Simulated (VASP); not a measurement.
Band structure of W (relaxed from the fcc structure, space group Fm-3m). Level of theory: r2SCAN meta-GGA, VASP's PBE PAW potentials (set 64) (plane waves; VASP 6.6.1).

Unless said otherwise, spin-orbit coupling is left out, though it shifts the bands of the heavy elements here.

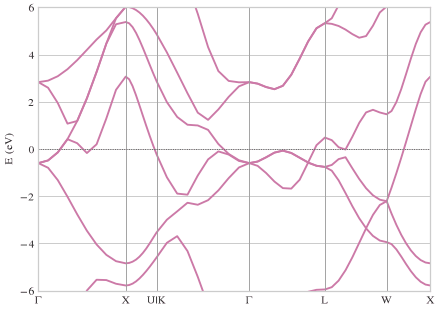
*Bands along high-symmetry lines, zero at the valence-band maximum or, without a gap, the Fermi level*

Q: Read the plot: is there a gap, and where are the band edges?

A: It has no gap at this level: it comes out as a metal or semimetal.

The structure was generated: W was put into the fcc type (Fm-3m), which need not be its known phase. It was relaxed first.
